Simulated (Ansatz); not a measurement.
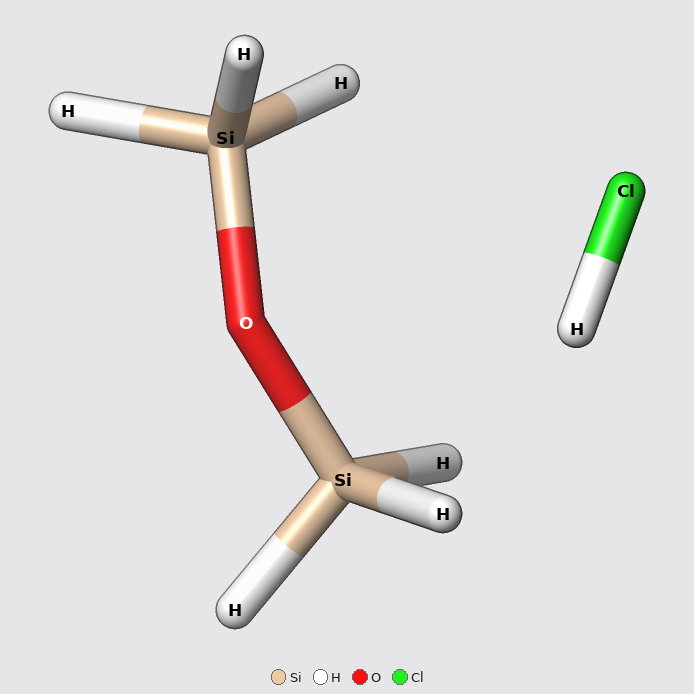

The structure as it stands in the input.

Ansatz 0.2.0 input:

```yaml
crystal:
  periodic: [false, false, false]
  atoms:
    - {symbol: Si, position_ang: [-1.046943, 0.891723, -0.801064]}
    - {symbol: H, position_ang: [-0.026658, 1.936684, -1.112110]}
    - {symbol: O, position_ang: [-0.308944, -0.546687, -0.619569]}
    - {symbol: Si, position_ang: [0.261409, -1.702389, 0.392867]}
    - {symbol: H, position_ang: [-1.996651, 0.816634, -1.936798]}
    - {symbol: H, position_ang: [-1.760128, 1.286854, 0.440699]}
    - {symbol: H, position_ang: [1.522441, 1.954321, 0.246163]}
    - {symbol: Cl, position_ang: [2.074182, 1.534328, 1.326047]}
    - {symbol: H, position_ang: [-0.081212, -1.367863, 1.798973]}
    - {symbol: H, position_ang: [1.732080, -1.808589, 0.239553]}
    - {symbol: H, position_ang: [-0.369679, -2.994916, 0.025139]}
basis:
  gaussian: {orbitals: def2-SVP}
hamiltonian: {xc: pbe0, dispersion: d4}
neb:
  images: 5
  climbing: immediate
  max_iterations: 40
  initial_path: idpp
  final_atoms:
    - {symbol: Si, position_ang: [-1.254932, 0.994735, 0.543133]}
    - {symbol: H, position_ang: [1.265731, 0.844187, -2.107652]}
    - {symbol: O, position_ang: [-0.728400, -0.528080, 0.410826]}
    - {symbol: Si, position_ang: [0.499327, -1.599449, 0.216576]}
    - {symbol: H, position_ang: [-1.626037, 1.528696, -0.784434]}
    - {symbol: H, position_ang: [-2.384127, 1.033851, 1.494280]}
    - {symbol: H, position_ang: [1.430807, 1.304416, -1.542936]}
    - {symbol: Cl, position_ang: [0.231113, 2.197723, 1.292800]}
    - {symbol: H, position_ang: [0.180288, -2.809839, 1.011172]}
    - {symbol: H, position_ang: [1.775486, -1.005219, 0.684698]}
    - {symbol: H, position_ang: [0.610643, -1.960920, -1.218563]}
```

It was started with:

```sh
ansatz run in.yaml --threads 4 --pin off --events-out ev --progress --plain --max-ram 9574MiB
```

Result (its end):

```
mean field -30417.69029686 eV, -1117.8295005586 hartree, gradient 8.1e-7 eV, S^2 0.000000; 0 other end points of the search recorded, 0 dependent functions left out
the calculation of the forces begins
reference -30417.69032640 eV, -1117.8295016442 hartree; 30, 30 occupied and 73, 73 virtual orbitals, 1044 factors
these checks for a lower state are left out or cut short: stability, starts, cluster_reference, orbital_swaps, neighbouring_geometries, increment
1044 factors; integrals over basis functions are off by at most 5.3e-4 eV
mean field -30417.64709188 eV, -1117.8279128048 hartree, gradient 1.1e-6 eV, S^2 0.000000; 0 other end points of the search recorded, 0 dependent functions left out
the calculation of the forces begins
reference -30417.64712124 eV, -1117.8279138837 hartree; 30, 30 occupied and 73, 73 virtual orbitals, 1044 factors
NEB iter  25: max|band force component| = 4.491e-2 eV/Å  barrier→ = 1.3191 eV  barrier← = 2.0926 eV  CI = image 3  CI's point: of a kind that is not told: the force calls were inconclusive, a negative curvature could not be distinguished from the path's own, the only one lies far off the path, or fixed occupations may fill a level only in part  Δτ_max = 0.0000 Å  (918 SCF iters)
WARN: NEB end point (image 0): the path dips 0.024245 eV below it before the top, so the barrier from the dip is that much higher. The path crosses a lower well, or the end point is a saddle point, which neb.relax_end_points tests for
WARN: NEB end point (image 6): the path dips 0.024382 eV below it before the top, so the barrier from the dip is that much higher. The path crosses a lower well, or the end point is a saddle point, which neb.relax_end_points tests for
Total energy: -30415.79779423 eV, -1117.7599523696 hartree
Atom 0 at    -0.800580     0.949586    -0.443911 Å, force     0.013144     0.009147     0.010601 eV/Å
Atom 1 at     0.297235     2.034642    -1.256547 Å, force    -0.005238    -0.005323     0.008628 eV/Å
Atom 2 at    -0.560021    -0.658630    -0.345369 Å, force    -0.000225    -0.008618    -0.011930 eV/Å
Atom 3 at     0.346130    -1.797318     0.508998 Å, force     0.002108     0.003643    -0.001305 eV/Å
Atom 4 at    -1.523795     1.076657    -1.743890 Å, force     0.001441     0.000987    -0.005342 eV/Å
Atom 5 at    -1.523580     1.733130     0.580779 Å, force     0.001958     0.000257     0.000811 eV/Å
Atom 6 at     0.791820     1.881765    -0.520232 Å, force    -0.009622     0.002542    -0.009442 eV/Å
Atom 7 at     1.245201     1.247851     1.042018 Å, force    -0.000072    -0.003816     0.001170 eV/Å
Atom 8 at     0.252413    -1.575992     1.976387 Å, force    -0.000591     0.001824     0.004239 eV/Å
Atom 9 at     1.756605    -1.786917     0.038126 Å, force    -0.002782    -0.000969     0.001285 eV/Å
Atom 10 at    -0.281531    -3.104674     0.163541 Å, force    -0.000121     0.000327     0.001284 eV/Å
Dipole moment:    -0.257617     0.083008    -0.320843 e Å
```

The calculation finished and met its thresholds.
